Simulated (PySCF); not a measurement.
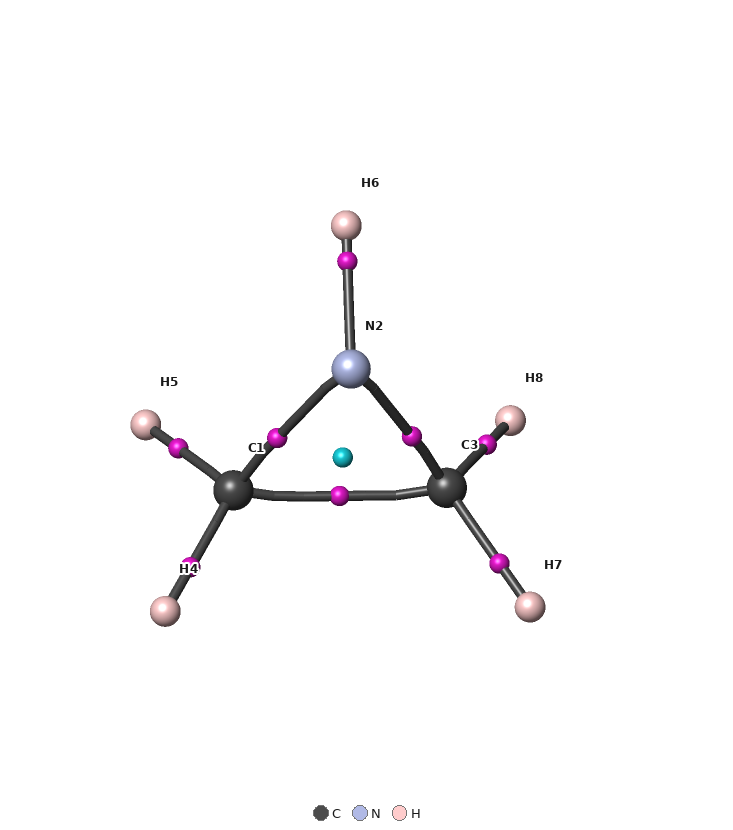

Figure 1: C₂H₅N, SMILES `C1NC1`. Molecular graph of the electron density (QTAIM): bond paths, bond critical points (magenta), ring points (cyan, if any); weak paths are dashed.

PySCF calculation, PBE0/aug-cc-pVDZ, gas phase; geometry: GFN2-xTB. No frequency check shows the geometry to be a minimum.

Coordinates in Å:

```
C1       0.7387   -0.3903    0.0271
N2      -0.0001    0.8346   -0.1692
C3      -0.7386   -0.3903    0.0271
H4       1.2629   -0.7460   -0.8492
H5       1.2625   -0.5597    0.9612
H6      -0.0000    1.4531    0.6360
H7      -1.2628   -0.7461   -0.8492
H8      -1.2625   -0.5597    0.9612
```

**How many critical points of each kind are there, and does the count close?**

8 nuclei, 8 bond, 1 ring and 0 cage critical points: 8 − 8 + 1 − 0 = 1, as the Poincaré–Hopf relation requires.

**What does the calculation give at each kind of bond critical point?**

| bond | length (Å) | ρ (a.u.) | ∇²ρ (a.u.) | ε | H (a.u.) |
| --- | --- | --- | --- | --- | --- |
| N2–H6 | 1.015 | 0.337 | −1.52 | 0.02 | −0.434 |
| C3–H7 (2 alike) | 1.081 | 0.285 | −1.07 | 0.03 | −0.308 |
| C1–H5 (2 alike) | 1.084 | 0.281 | −1.03 | 0.03 | −0.301 |
| N2–C3 (2 alike) | 1.444 | 0.264 | −0.53 | 0.45 | −0.287 |
| C1–C3 | 1.477 | 0.246 | −0.43 | 0.40 | −0.200 |

**What kind of interaction is C1–H5?**

Shared-shell (covalent): ρ = 0.281, ∇²ρ = −1.03, H = −0.301 a.u.
